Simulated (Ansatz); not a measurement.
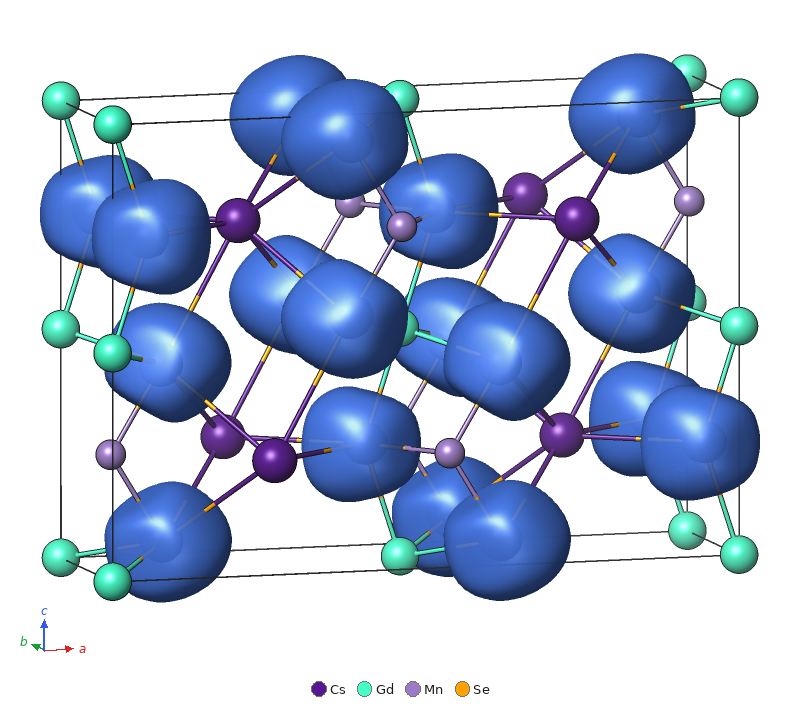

Figure 1: CsGdMnSe3. Isosurface of the electron localisation function at 0.6 (blue), seen slightly off an axis. Only the valence region is drawn (cores and ρ < 0.01 e/Å³ removed). Sticks mark near contacts.

Space group Cmc2₁; Hubbard U of 2.53 eV on Gd f and 2.94 eV on Mn d only; spin-polarised.

Computed with Ansatz, DFT, PAW plane waves, LDA+U.

Core electrons are frozen (PAW), and the valence fields are smoothed inside the atomic spheres.

```yaml
crystal:
  lattice:
    - [0.00000, -15.38420, 0.00000]
    - [4.16103, 0.00000, 0.00000]
    - [0.00000, 0.00000, 10.84587]
  atoms:
    - { symbol: Cs, position: [0.25875, 0.00000, 0.25005] }
    - { symbol: Cs, position: [0.75875, 0.50000, 0.25005] }
    - { symbol: Cs, position: [0.74125, 0.00000, 0.75005] }
    - { symbol: Cs, position: [0.24125, 0.50000, 0.75005] }
    - { symbol: Gd, position: [0.00008, 0.00000, 0.00046] }
    - { symbol: Gd, position: [0.50008, 0.50000, 0.00046] }
    - { symbol: Gd, position: [0.99992, 0.00000, 0.50046] }
    - { symbol: Gd, position: [0.49992, 0.50000, 0.50046] }
    - { symbol: Mn, position: [0.53822, 0.00000, 0.24978] }
    - { symbol: Mn, position: [0.03822, 0.50000, 0.24978] }
    - { symbol: Mn, position: [0.46178, 0.00000, 0.74978] }
    - { symbol: Mn, position: [0.96178, 0.50000, 0.74978] }
    - { symbol: Se, position: [0.62154, 0.00000, 0.05564] }
    - { symbol: Se, position: [0.12154, 0.50000, 0.05564] }
    - { symbol: Se, position: [0.37846, 0.00000, 0.55564] }
    - { symbol: Se, position: [0.87846, 0.50000, 0.55564] }
    - { symbol: Se, position: [0.37896, 0.00000, 0.94382] }
    - { symbol: Se, position: [0.87896, 0.50000, 0.94382] }
    - { symbol: Se, position: [0.62104, 0.00000, 0.44382] }
    - { symbol: Se, position: [0.12104, 0.50000, 0.44382] }
    - { symbol: Se, position: [0.94251, 0.00000, 0.25025] }
    - { symbol: Se, position: [0.44251, 0.50000, 0.25025] }
    - { symbol: Se, position: [0.05749, 0.00000, 0.75025] }
    - { symbol: Se, position: [0.55749, 0.50000, 0.75025] }
```

> Identify the bonds, lone pairs and shells in this picture.

The surface consists of twelve regions wrapped around Se (the valence shell of each), counted in one cell of 24 atoms. Any copies at cell faces, edges or corners count once.

Values along the shortest contacts:
Mn–Se (2.46 Å): the ELF is about 0.50 at the midpoint. Gd–Se (2.85 Å): the ELF is about 0.30 at the midpoint and 0.15 at its lowest between the atoms: no shared electron pair shows on this line.

> How are the moments arranged in this solution?

Antiferromagnetic in this solution, which needn't be the ground state, with some nearest magnetic neighbours parallel and some opposed; site moments Gd: +6.9 μB (×2) and −6.9 μB (×2); Mn: +4.1 μB (×2) and −4.1 μB (×2) in one cell of 24 atoms.
